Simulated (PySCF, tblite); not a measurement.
**C6H9FSi: geometry, infrared bands and NMR shifts**

Wanted: the infrared bands and NMR shifts of C6H9FSi (`C#C/C(C)=C(\[SiH3])CF`), by calculation.

Programs: tblite 0.8.0 and PySCF 2.14.0, with density-fitted response routines of our own. Each step states its level of theory. These are calculated values for one molecule in the gas phase, unless marked as measured. Atoms are numbered from 0 throughout.

### Step 1. The starting structure

17 atoms, charge 0, multiplicity 1; geometry from: force field or distance geometry start.

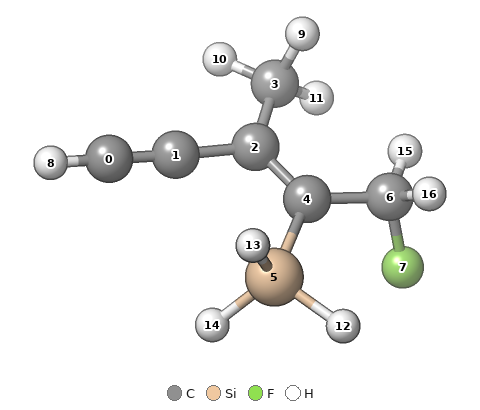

The starting geometry (carbon grey, silicon light orange, fluorine green, hydrogen white), atoms numbered; sticks join atoms by distance.

### Step 2. Optimising the geometry with GFN2-xTB

What the job is given:

```
{"job": {"kind": "relax", "xc": "GFN2-xTB", "basis": "xTB"}, "charge": 0, "multiplicity": 1}
C      1.016000     2.792600    -0.040700
C      0.871300     1.597800    -0.087300
C      0.744300     0.151500    -0.135100
C      1.928800    -0.646400    -0.446200
C     -0.456900    -0.383700     0.083000
Si    -1.877600     0.744100     0.438300
C     -0.691300    -1.845500     0.029000
F     -1.636000    -2.035100    -0.976100
H      1.132900     3.847600     0.011500
H      2.372300    -1.063300     0.520200
H      2.702800     0.043800    -0.824400
H      1.760200    -1.517300    -1.092200
H     -3.061200    -0.127000     0.592400
H     -1.712900     1.398000     1.748200
H     -2.138600     1.727100    -0.594500
H      0.168700    -2.452000    -0.219100
H     -1.129800    -2.220300     0.983000
```

On the command line:

```
$ OMP_NUM_THREADS=1 python probes_run.py task.json out
```

The driver reads the jobs from task.json and runs them one after another.

The program printed:

```text
step      E/eV     max force
  0    -647.40033    2.451
  1    -647.52540    1.379
  2    -647.52677    3.188
  3    -647.58950    0.506
  4    -647.61209    0.582
  5    -647.63477    0.582
  6    -647.64148    0.241
  7    -647.64545    0.189
  8    -647.64879    0.254
  9    -647.65161    0.156
 10    -647.65342    0.084
 11    -647.65465    0.095
 12    -647.65566    0.116
 13    -647.65666    0.077
 14    -647.65758    0.074
 15    -647.65842    0.085
 16    -647.65921    0.081
 17    -647.65997    0.090
 18    -647.66054    0.067
 19    -647.66091    0.046
 20    -647.66121    0.051
 21    -647.66159    0.054
 22    -647.66207    0.068
 23    -647.66255    0.061
 24    -647.66294    0.051
 25    -647.66330    0.051
 26    -647.66377    0.059
 27    -647.66436    0.067
 28    -647.66487    0.061
 29    -647.66520    0.053
 30    -647.66548    0.058
 31    -647.66583    0.068
 32    -647.66628    0.072
 33    -647.66671    0.057
 34    -647.66702    0.035
 35    -647.66727    0.044
 36    -647.66764    0.060
 37    -647.66817    0.064
 38    -647.66876    0.056
 39    -647.66927    0.063
 40    -647.66977    0.057
 41    -647.67036    0.077
 42    -647.67103    0.077
 43    -647.67172    0.059
 44    -647.67233    0.053
 45    -647.67280    0.050
 46    -647.67319    0.042
 47    -647.67354    0.042
 48    -647.67388    0.078
 49    -647.67406    0.081
 50    -647.67448    0.061
 51    -647.67489    0.057
 52    -647.67547    0.064
 53    -647.67608    0.062
 54    -647.67662    0.052
 55    -647.67696    0.059
 56    -647.67724    0.046
 57    -647.67750    0.054
 58    -647.67802    0.068
 59    -647.67868    0.078
 60    -647.67941    0.067
 61    -647.68011    0.069
 62    -647.68083    0.086
 63    -647.68193    0.091
 64    -647.68321    0.091
 65    -647.68388    0.062
 66    -647.68448    0.071
 67    -647.68512    0.123
 68    -647.68600    0.129
 69    -647.68737    0.098
 70    -647.68861    0.098
 71    -647.68943    0.104
 72    -647.69088    0.100
 73    -647.69189    0.117
 74    -647.69279    0.084
 75    -647.69333    0.127
 76    -647.69419    0.065
 77    -647.69549    0.107
 78    -647.69634    0.114
 79    -647.69705    0.069
 80    -647.69750    0.063
 81    -647.69799    0.095
 82    -647.69845    0.092
 83    -647.69887    0.073
 84    -647.69924    0.054
 85    -647.69964    0.062
 86    -647.70016    0.082
 87    -647.70068    0.074
 88    -647.70119    0.046
 89    -647.70156    0.077
 90    -647.70197    0.074
 91    -647.70233    0.061
 92    -647.70287    0.037
 93    -647.70304    0.033
 94    -647.70324    0.031
 95    -647.70338    0.029
 96    -647.70358    0.035
 97    -647.70384    0.043
 98    -647.70414    0.042
 99    -647.70443    0.049
100    -647.70468    0.048
101    -647.70486    0.048
102    -647.70510    0.032
103    -647.70526    0.020
104    -647.70531    0.021
105    -647.70535    0.015
106    -647.70538    0.011
107    -647.70539    0.018
108    -647.70540    0.008
```

Wall time 1.3 s (1 thread of Arm Neoverse N1, shared host).

The steps of the relaxation: (not every step is listed)

```
step  energy from step 0 (eV)  largest force (eV/Å)
   0                   0.0000                2.4513
   1                  -0.1251                1.3789
   2                  -0.1264                3.1884
   3                  -0.1892                0.5061
   4                  -0.2118                0.5817
   5                  -0.2344                0.5817
   6                  -0.2411                0.2411
   7                  -0.2451                0.1888
   8                  -0.2485                0.2539
  17                  -0.2596                0.0900
  26                  -0.2634                0.0588
  35                  -0.2669                0.0440
  44                  -0.2720                0.0535
  53                  -0.2757                0.0623
  62                  -0.2805                0.0858
  71                  -0.2891                0.1039
  80                  -0.2972                0.0631
  89                  -0.3012                0.0766
  98                  -0.3038                0.0425
 103                  -0.3049                0.0204
 104                  -0.3050                0.0208
 105                  -0.3050                0.0151
 106                  -0.3050                0.0114
 107                  -0.3051                0.0183
 108                  -0.3051                0.0079
```

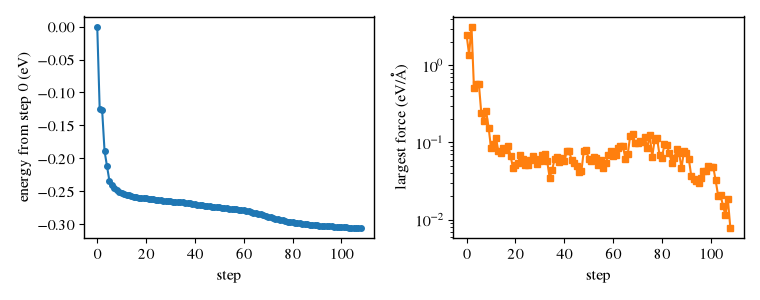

Energy and largest force along the relaxation.

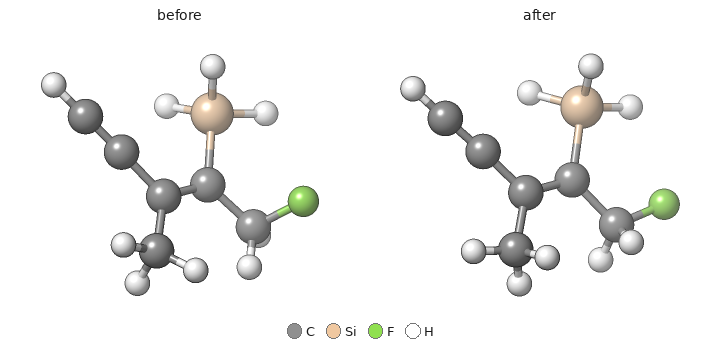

Before and after, at one scale.

Close pairs (by a distance rule), those that changed most:

```
   bond  before (Å)  after (Å)  change (Å)
  C3–H9       1.142      1.090      -0.052
 C4–Si5       1.848      1.894      +0.045
  C2–C3       1.462      1.505      +0.043
  C1–C2       1.453      1.413      -0.040
Si5–H12       1.478      1.458      -0.020
  C6–F7       1.392      1.373      -0.019
 C6–H15       1.081      1.098      +0.017
 C3–H10       1.104      1.087      -0.017
```

The end geometry stands in the next job.

### Step 3. Harmonic vibrations with GFN2-xTB

What the job is given:

```
{"job": {"kind": "ir", "xc": "GFN2-xTB", "basis": "xTB"}, "charge": 0, "multiplicity": 1}
C      1.121008     2.764396     0.017717
C      0.895816     1.584327    -0.015997
C      0.712382     0.184605    -0.077216
C      1.960156    -0.624352    -0.307156
C     -0.513950    -0.349754     0.053399
Si    -2.038463     0.736732     0.337661
C     -0.659039    -1.836530    -0.031002
F     -1.973509    -2.234087    -0.032127
H      1.289659     3.799319     0.053410
H      2.059885    -1.401133     0.450928
H      2.840592     0.012598    -0.276515
H      1.919134    -1.113005    -1.281601
H     -3.194868    -0.087986     0.665351
H     -1.740209     1.644541     1.448107
H     -2.277062     1.502558    -0.888619
H     -0.219709    -2.235835    -0.955232
H     -0.188820    -2.334363     0.828982
```

The program printed:

```text
mode    cm-1     km/mol
  1     -49.6      0.24
  2      49.2      5.26
  3     109.7      2.67
  4     116.2      0.46
  5     121.1      0.21
  6     192.0      9.71
  7     198.9      2.95
  8     217.2      1.19
  9     341.1      1.16
 10     357.8      4.60
 11     404.8      8.23
 12     493.4     18.00
 13     499.2      7.87
 14     570.3     51.57
 15     571.5     68.04
 16     603.1     11.52
 17     652.3     26.19
 18     673.0      5.41
 19     770.1    146.18
 20     785.8    205.92
 21     803.7    367.66
 22     887.6      0.46
 23     935.2      5.56
 24    1017.7      5.95
 25    1027.5     50.62
 26    1061.2     45.41
 27    1157.4      7.15
 28    1220.2      3.60
 29    1246.1     29.41
 30    1319.9     16.95
 31    1397.8      4.13
 32    1429.3      1.78
 33    1479.2      3.51
 34    1482.3      5.17
 35    1627.8     50.89
 36    2242.7      1.36
 37    2246.2    290.50
 38    2250.7    292.65
 39    2319.1    250.76
 40    2878.2     32.44
 41    2900.8     27.73
 42    2989.5     24.39
 43    3007.5     22.38
 44    3049.0     15.33
 45    3392.6      5.35
```

Run time: 1 s. Hardware: 1 thread of Arm Neoverse N1, shared host.

The strongest bands and the atoms that carry them (share of the mass-weighted mode):

```
cm⁻¹  km/mol                         atoms
 570    51.6   H13 28 %, H14 19 %, C4 11 %
 572    68.0  H12 28 %, H14 22 %, Si5 12 %
 770   146.2  H14 58 %, H12 19 %, H13 18 %
 786   205.9  H13 38 %, H12 34 %, H14 23 %
 804   367.7  H12 45 %, H13 36 %, H14 12 %
2246   290.5                      H14 96 %
2251   292.6                      H13 96 %
2319   250.8                      H12 97 %
```

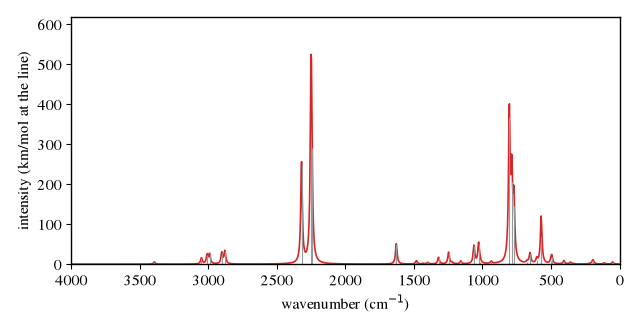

The infrared spectrum from these modes, unscaled. Lines are broadened to a width of 14 cm⁻¹ (Lorentzian).

### Step 4. Shielding tensors: PBE0/pcSseg-1

The job, as its differences from that of step 3:

```diff
@@ -1,2 +1,2 @@
-{"job": {"kind": "ir", "xc": "GFN2-xTB", "basis": "xTB"}, "charge": 0, "multiplicity": 1}
+{"job": {"kind": "nmr", "xc": "PBE0", "basis": "pcSseg-1"}, "charge": 0, "multiplicity": 1}
 C      1.121008     2.764396     0.017717
```

Method: GIAO PBE0/pcSseg-1 NMR shielding, non-relativistic, gas phase.

The program printed:

```text
coarse grid: 14808 points
cycle   1  E = -622.6172201878  dE =  9.088e-01  |g| = 5.443e-01  |ddm| = 3.898e+00
cycle   2  E = -622.6050683331  dE =  1.215e-02  |g| = 6.513e-01  |ddm| = 1.307e+00
cycle   3  E = -622.6758293718  dE = -7.076e-02  |g| = 8.786e-02  |ddm| = 7.520e-01
cycle   4  E = -622.6769870354  dE = -1.158e-03  |g| = 3.348e-02  |ddm| = 1.009e-01
cycle   5  E = -622.6772071089  dE = -2.201e-04  |g| = 1.343e-02  |ddm| = 4.101e-02
cycle   6  E = -622.6772511078  dE = -4.400e-05  |g| = 3.730e-03  |ddm| = 1.784e-02
cycle   7  E = -622.6772548689  dE = -3.761e-06  |g| = 9.351e-04  |ddm| = 4.347e-03
final grid: 139128 points
cycle   8  E = -622.7324704812  dE = -4.174e-05  |g| = 7.090e-03  |ddm| = 6.532e-02
cycle   9  E = -622.7324671119  dE =  3.369e-06  |g| = 8.426e-03  |ddm| = 1.596e-02
cycle  10  E = -622.7324826700  dE = -1.556e-05  |g| = 1.131e-03  |ddm| = 8.296e-03
cycle  11  E = -622.7324828887  dE = -2.187e-07  |g| = 2.640e-04  |ddm| = 1.474e-03
cycle  12  E = -622.7324828979  dE = -9.158e-09  |g| = 1.634e-04  |ddm| = 3.782e-04
cycle  13  E = -622.7324829042  dE = -6.340e-09  |g| = 3.618e-05  |ddm| = 1.717e-04
cycle  14  E = -622.7324829044  dE = -2.244e-10  |g| = 1.678e-05  |ddm| = 4.352e-05
converged SCF energy = -622.7324829044

GIAO shielding tensors (ppm)
atom      isotropic    diamagn.    paramagn.     s11        s22        s33       span
  0 C       94.034     261.289    -167.255     42.911     48.917    190.273    147.362
  1 C       96.856     253.247    -156.391     -9.958      3.226    297.301    307.259
  2 C       53.110     260.832    -207.722    -60.169     63.882    155.617    215.785
  3 C      164.373     245.522     -81.149    151.918    155.382    185.819     33.901
  4 C       33.366     260.569    -227.203    -74.139     27.552    146.683    220.822
  5 Si     437.906     880.960    -443.053    421.830    431.532    460.358     38.528
  6 C       98.896     242.673    -143.777     66.784     81.341    148.563     81.779
  7 F      413.056     470.615     -57.559    386.072    392.649    460.446     74.374
  8 H       28.584      35.039      -6.454     24.765     25.163     35.826     11.061
  9 H       30.053      28.950       1.103     25.973     28.915     35.269      9.296
 10 H       29.533      28.331       1.202     24.817     29.433     34.349      9.532
 11 H       29.840      28.500       1.340     26.156     28.138     35.225      9.068
 12 H       27.370      29.068      -1.697     23.123     27.252     31.736      8.613
 13 H       27.417      29.384      -1.967     23.812     26.691     31.747      7.935
 14 H       27.504      29.126      -1.623     24.180     25.846     32.485      8.305
 15 H       26.294      29.197      -2.903     21.386     27.405     30.091      8.705
 16 H       26.271      28.832      -2.561     21.661     27.699     29.451      7.790
```

Wall time 53 s (1 thread of Arm Neoverse N1, shared host); peak memory 0.89 GiB.

The references, computed at this level on geometries of the same kind, shield at (ppm): ¹H TMS 31.72, ¹³C TMS 186.9, ²⁹Si TMS 349.2, ¹⁹F CFCl3 170.9. Their shielding less the atom's gives the shift. The references are single molecules in the gas phase, so shifts against H2O, NH3, PH3, H3PO4 or CFCl3 are not on the usual liquid scales and can be off by tens of ppm. Atoms listed in one row are averaged.

```
        atoms                                 environment  σ (ppm)  δ (ppm)  δ scaled to CDCl3
           C4             fully substituted alkene carbon     33.4    153.6              148.0
           C2             fully substituted alkene carbon     53.1    133.8              128.7
           C0                      terminal alkyne carbon     94.0     92.9               88.7
           C1                               alkyne carbon     96.9     90.1               86.0
           C6                 allylic sp3 CH2 bonded to F     98.9     88.0               84.0
           C3                       allylic methyl carbon    164.4     22.6               20.1
     H15, H16  hydrogen on an allylic sp3 CH2 bonded to F    26.28     5.43               5.23
H12, H13, H14           hydrogen on a silicon bonded to C    27.43     4.29                  –
           H8        hydrogen on a terminal alkyne carbon    28.58     3.13               3.06
 H9, H10, H11        hydrogen on an allylic methyl carbon    29.81     1.91               1.90
          Si5                    silicon bonded to C, 3 H    437.9    -88.7                  –
           F7                   fluorine on an sp3 carbon    413.1   -242.1                  –
```

The scaled column applies a straight-line fit of computed shieldings to shifts measured in CDCl3, and one for carbons that bear F (root-mean-square error 0.16 ppm for H, 1.9 ppm for C).

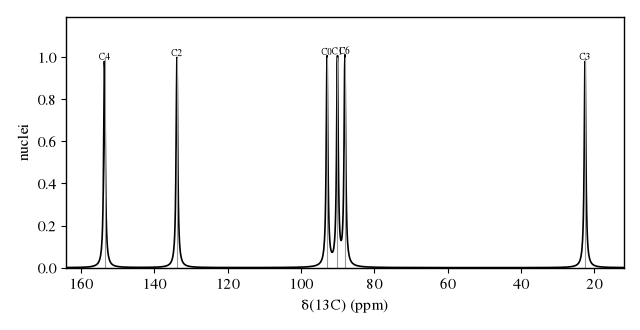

¹³C lines at the computed shifts, without couplings. Lines are broadened to a width of 0.52 ppm (Lorentzian).

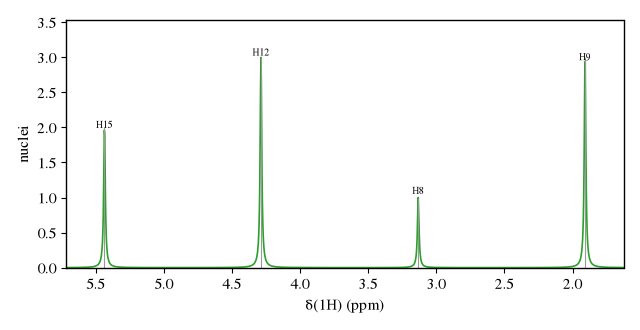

¹H lines at the computed shifts, without couplings. Lines are broadened to a width of 0.01 ppm (Lorentzian).

Charges from the same density, by scheme (e):

```
atoms  Mulliken    IAO  Hirshfeld  ESP fit
   C0     -0.34  -0.23      -0.10    -0.35
   C1      0.34  -0.03      -0.04    -0.09
   C2     -0.33   0.01       0.02     0.21
   C3     -0.15  -0.43      -0.11    -0.50
   C4     -0.50  -0.28      -0.09    -0.18
  Si5      0.57   0.60       0.29     0.39
   C6      0.26   0.04       0.02     0.12
   F7     -0.34  -0.32      -0.11    -0.24
```

ESP fit charges:

C0 -0.35; C1 -0.09; C2 0.21; C3 -0.50; C4 -0.18; Si5 0.39; C6 0.12; F7 -0.24; H8 0.29; H9 0.14; H10 0.19; H11 0.15; H12 -0.07; H13 -0.10; H14 -0.10; H15 0.08; H16 0.08

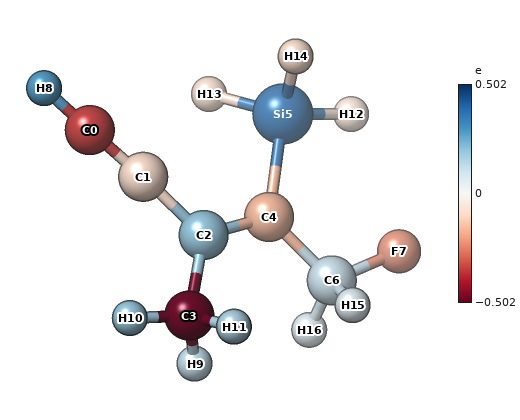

ESP fit charges, as colours on the atoms.

Mayer bond orders: C0–C1 2.36, C1–C2 1.05, C2–C3 1.10, C2–C4 1.76, C4–Si5 0.85, C4–C6 1.04, C6–F7 0.88.

### Step 5. Outcome

```
                                                              quantity                                     value
                             strongest single infrared mode (GFN2-xTB)                      804 cm⁻¹, 368 km/mol
                                          zero-point energy (GFN2-xTB)                             75.9 kcal/mol
                                ¹³C shifts against TMS (PBE0/pcSseg-1)  153.6, 133.8, 92.9, 90.1, 88.0, 22.6 ppm
¹H shifts against TMS (PBE0/pcSseg-1, means over atoms taken as alike)                5.43, 4.29, 3.13, 1.91 ppm
                               ²⁹Si shifts against TMS (PBE0/pcSseg-1)                                 -88.7 ppm
                              ¹⁹F shifts against CFCl3 (PBE0/pcSseg-1)                                -242.1 ppm
```

**Reading.** Over 108 steps the energy fell by 0.305 eV; of the close pairs, C3–H9 changed most, 1.142 to 1.090 Å. The lowest mode is imaginary (50i cm⁻¹), so the xTB geometry is not a minimum. The strongest single mode, at 804 cm⁻¹, moves mainly H12 and H13. GFN2-xTB is a fitted tight-binding method: band positions and strengths are rough. Its intensities can rank the bands wrongly. The most deshielded hydrogen is H15, H16 (mean) (hydrogen on an allylic sp3 CH2 bonded to F), at 5.43 ppm: its carbon carries F, hence the downfield position. At PBE0/pcSseg-1: The largest span, 307 ppm, is at C1, where the paramagnetic term is -156 ppm.
